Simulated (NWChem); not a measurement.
**HCl (hydrogen chloride): levels of theory compared**

We compute a comparison of 6 runs (HF/STO-3G, HF/def2-SVP, B3LYP/6-31G*, PBE0/pcseg-2, B2PLYP/def2-TZVPPD, SVWN5/def2-TZVPPD) of HCl (hydrogen chloride). 

The calculation is run with NWChem 7.3.0.

1 further run of the same task is left out (set aside as unsound or not needed).

### Step 1. The structure to begin with

HCl: 2 atoms, total charge 0, spin state singlet. SMILES: `Cl`. The coordinates come from a PBE0-D4/def2-TZVP relaxation.

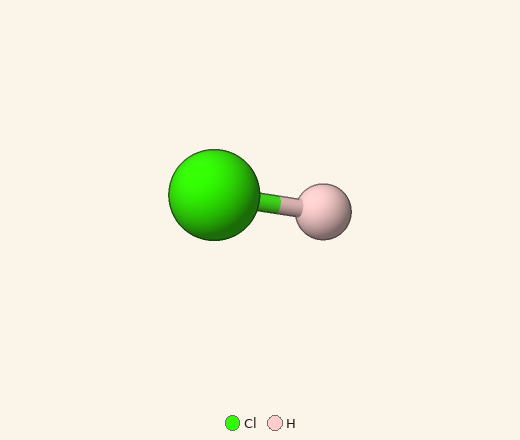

The structure, seen from a chosen angle (chlorine green, hydrogen pink).

### Step 2. Energy and gradient at HF/STO-3G (run 1)

run.py

```python
from ase import Atoms
from ase.calculators.nwchem import NWChem

atoms = Atoms(['Cl', 'H'], positions=[
    [0.546000, -0.178500, 0.280800],
    [-0.546000, 0.178500, -0.280800],
])

calc = NWChem(
    label='a',
    theory='scf',
    memory='2200 mb',
    basis='STO-3G',
    basispar='spherical bse',
    scf={'nopen': '0', 'rhf': None, 'thresh': '1e-08', 'maxiter': '80'},
)
atoms.calc = calc

forces = atoms.get_forces()
e = atoms.get_potential_energy()
print(f"E = {e:.6f} eV")
print("forces (eV/A):")
for s, f in zip(atoms.symbols, forces):
    print(f"{s:2s} {f[0]:10.5f} {f[1]:10.5f} {f[2]:10.5f}")
print("dipole (e A):", atoms.get_dipole_moment().round(4))
```

Started as:

```
$ export ASE_NWCHEM_COMMAND="nwchem PREFIX.nwi > PREFIX.nwo"
$ python run.py
```

The log of the run:

```text
E = -12384.855870 eV
forces (eV/A):
Cl    1.31291   -0.42922    0.67522
H    -1.31291    0.42922   -0.67522
dipole (e A): [-0.3089  0.101  -0.1588]
```

The calculator wrote a.nwi:

```
title "a"

permanent_dir a

scratch_dir a

start a

geometry units angstrom nocenter noautosym noautoz
  Cl 5.4600000000000004e-01 -1.7849999999999999e-01 2.8079999999999999e-01
  H  -5.4600000000000004e-01 1.7849999999999999e-01 -2.8079999999999999e-01
end

memory 2200 mb

basis spherical bse noprint
   * library STO-3G
end

scf
  nopen 0
  rhf
  thresh 1e-08
  maxiter 80
end

task scf gradient
```

a.nwo (excerpt; [...] marks lines left out):

```text
[...]
      One-electron energy =   -644.120142600592
[... 1 line left out ...]
 Nuclear repulsion energy =      7.034777459321
[... 18 lines left out ...]
                       ROHF Final Molecular Orbital Analysis
[... 83 lines left out ...]
       Multipole analysis of the density wrt the origin
[...]
  wavefunction    =   RHF
                         RHF ENERGY GRADIENTS
    atom               coordinates                        gradient
                 x          y          z           x          y          z
   1 Cl      1.031790  -0.337316   0.530635   -0.025532   0.008347  -0.013131
   2 H      -1.031790   0.337316  -0.530635    0.025532  -0.008347   0.013131
[...]
```

Wall time 1.2 s (1 thread of AMD EPYC 7B13 (Zen 3), shared host); peak memory 0.098 GiB.

### Step 3. Energy and forces at HF/def2-SVP (run 2)

run.py

```python
from ase import Atoms
from ase.calculators.nwchem import NWChem

molecule = Atoms(['Cl', 'H'], positions=[
    [0.546000, -0.178500, 0.280800],
    [-0.546000, 0.178500, -0.280800],
])

calc = NWChem(
    label='work',
    theory='scf',
    memory='2200 mb',
    basis='def2-SVP',
    basispar='spherical bse',
    scf={'nopen': '0', 'rhf': None, 'thresh': '1e-08', 'maxiter': '80', 'print': 'low'},
)
molecule.calc = calc

forces = molecule.get_forces()
print("Total energy (eV):", round(molecule.get_potential_energy(), 6))
print("forces (eV/A):")
for s, f in zip(molecule.symbols, forces):
    print(f"{s:2s} {f[0]:10.5f} {f[1]:10.5f} {f[2]:10.5f}")
```

Started as:

```
$ export ASE_NWCHEM_COMMAND="nwchem PREFIX.nwi > PREFIX.nwo"
$ python run.py
```

The log of the run:

```text
Total energy (eV): -12515.557517
forces (eV/A):
Cl   -0.22147    0.07240   -0.11390
H     0.22147   -0.07240    0.11390
```

The calculator wrote work.nwi:

```
title "work"

permanent_dir work

scratch_dir work

start work

geometry units angstrom nocenter noautosym noautoz
  Cl 5.4600000000000004e-01 -1.7849999999999999e-01 2.8079999999999999e-01
  H  -5.4600000000000004e-01 1.7849999999999999e-01 -2.8079999999999999e-01
end

memory 2200 mb

basis spherical bse noprint
   * library def2-SVP
end

scf
  nopen 0
  rhf
  thresh 1e-08
  maxiter 80
  print low
end

task scf gradient
```

work.nwo:

```text
Northwest Computational Chemistry Package (NWChem) 7.3.0
             --------------------------------------------------------

           Job information
           ---------------

    nwchem branch   = 7.3.0
    use scalapack   = T
    input           = work.nwi
    prefix          = work.
    data base       = work/work.db
    status          = startup
    nproc           =        1

           Memory information
           ------------------

    heap     =     72089600 doubles =      550.0 Mbytes
    stack    =     72089597 doubles =      550.0 Mbytes
    global   =    144179200 doubles =     1100.0 Mbytes (distinct from heap & stack)
    total    =    288358397 doubles =     2200.0 Mbytes
    verify   = yes
    hardfail = no

           Directory information
           ---------------------

  0 permanent = work
  0 scratch   = work

                                NWChem Input Module
                                -------------------

                                       work
                                       ----

[... 21 lines left out ...]
            Nuclear Dipole moment (a.u.)
[... 22 lines left out ...]
                                 NWChem SCF Module
                                 -----------------

                                       work

  ao basis        = "ao basis"
  functions       =    23
  atoms           =     2
  closed shells   =     9
  open shells     =     0
  charge          =   0.00
  wavefunction    = RHF
  input vectors   = atomic
  output vectors  = work/work.movecs
  use symmetry    = F
  symmetry adapt  = F

 Forming initial guess at       0.0s

 Starting SCF solution at       0.1s

       Final RHF  results
       ------------------

         Total SCF energy =   -459.938259155756
      One-electron energy =   -649.770616922513
      Two-electron energy =    182.797580307435
 Nuclear repulsion energy =      7.034777459321

        Time for solution =      0.3s

                              NWChem Gradients Module
                              -----------------------

                         RHF ENERGY GRADIENTS

    atom               coordinates                        gradient
                 x          y          z           x          y          z
   1 Cl      1.031790  -0.337316   0.530635    0.004307  -0.001408   0.002215
   2 H      -1.031790   0.337316  -0.530635   -0.004307   0.001408  -0.002215

 Task  times  cpu:        0.4s     wall:        0.4s
 Total times  cpu:        0.5s     wall:        0.5s
```

Wall time 1.6 s (1 thread of AMD EPYC 7B13 (Zen 3), shared host); peak memory 0.1 GiB.

Runs 3 to 5 aren't shown in full; the table further down has their settings and results.

### Step 4. Energy and gradient at SVWN5/def2-TZVPPD (run 6)

clh.nw

```
start clh
title "ClH gradient"
memory stack 880 mb heap 220 mb global 1100 mb

geometry noautosym nocenter noautoz
   Cl    0.546000   -0.178500    0.280800
   H    -0.546000    0.178500   -0.280800
end

basis "ao basis" spherical bse
   * library def2-TZVPPD
end

dft
   xc slater vwn_5
   mult 1
   grid xfine
   convergence energy 1e-08
   maxiter 100
   mulliken
end

task dft gradient
```

Started as:

```
$ nwchem clh.nw > clh.out
```

The log of the run:

```text
[...]
          Wavefunction type:  closed shell.
          No. of atoms     :     2
          No. of electrons :    18
[...]
          Charge           :     0
          Spin multiplicity:     1
[...]
          AO basis - number of functions:    68
[...]
              XC Information
              --------------
                        Slater Exchange Functional  1.000 local
                      VWN V Correlation Functional  1.000 local
[...]
 d= 0,ls=0.0,diis     1   -459.2951184336 -4.66D+02  5.70D-03  9.79D-01     0.6
[...]
 d= 0,ls=0.0,diis     8   -459.3213448423  7.08D-09  2.39D-06  1.14D-07     2.8
         Total DFT energy =     -459.321344842272
      One electron energy =     -649.828402601017
           Coulomb energy =      210.545933534655
    Exchange-Corr. energy =      -27.073653235231
 Nuclear repulsion energy =        7.034777459321
[...]
      Total Density - Mulliken Population Analysis
     ---------------------------------------------
    Atom       Charge   Shell Charges
 -----------   ------   -------------------------------------------------------
    1 Cl  17    17.23   2.01  0.42  1.53  1.15  0.81  0.03  4.18  1.67  1.18  2.70  1.45  0.04  0.00  0.01  0.02  0.00  0.00
    2 H    1     0.77   0.22  0.42  0.04  0.01  0.05  0.02  0.00
[...]
  wavefunction    = closed shell
                         DFT ENERGY GRADIENTS
    atom               coordinates                        gradient
                 x          y          z           x          y          z
   1 Cl      1.031790  -0.337316   0.530635   -0.006382   0.002086  -0.003282
   2 H      -1.031790   0.337316  -0.530635    0.006382  -0.002086   0.003282
[...]
```

Wall time 5.1 s (1 thread of AMD EPYC 7B13 (Zen 3), shared host); peak memory 0.12 GiB.

### Step 5. All runs side by side

| run | level | iteration cap | module | energy (Eh) | dipole moment (D) | HOMO energy (eV) | LUMO energy (eV) | wall time |
| --- | --- | --- | --- | --- | --- | --- | --- | --- |
| 1 | HF/STO-3G | 80 | scf | -455.135062 | 1.74 | -11.51 | 10.92 | 1.2 s |
| 2 | HF/def2-SVP | 80 | scf | -459.938259 | – | – | – | 1.6 s |
| 3 | B3LYP/6-31G* (spherical functions) | 100 | dft | -460.792205 | 1.46 | -9.03 | 0.38 | 2 s |
| 4 | PBE0/pcseg-2 | 100 | dft | -460.673513 | 1.28 | -9.47 | 0.13 | 5.1 s |
| 5 | B2PLYP/def2-TZVPPD | 100 | dft | -460.689193 | – | – | – | 6.3 s |
| 6 | SVWN5/def2-TZVPPD | 100 | dft | -459.321345 | 1.11 | -8.15 | -1.04 | 5.1 s |

### Step 6. What came out

| quantity | value |
| --- | --- |
| run 6: total energy | -459.32134 Eh |
| run 6: dipole moment | 1.11 D |
| run 6: HOMO energy | -8.15 eV |
| run 6: LUMO energy | -1.04 eV |
| run 6: HOMO–LUMO gap | 7.11 eV |
| run 6: largest force on an atom | 0.384 eV/Å |

Over runs 1, 3, 4, 6 the dipole moment (its size) runs from 1.11 D (SVWN5/def2-TZVPPD) to 1.74 D (HF/STO-3G). The two ends differ in method and basis. Over runs 1, 3, 4, 6 the HOMO–LUMO gap runs from 7.11 eV (SVWN5/def2-TZVPPD) to 22.43 eV (HF/STO-3G). Totals of different functionals can't be ranked against each other. In run 1 the basis is minimal, so the values are rough. All runs together took 21 s, the longest 6.3 s.
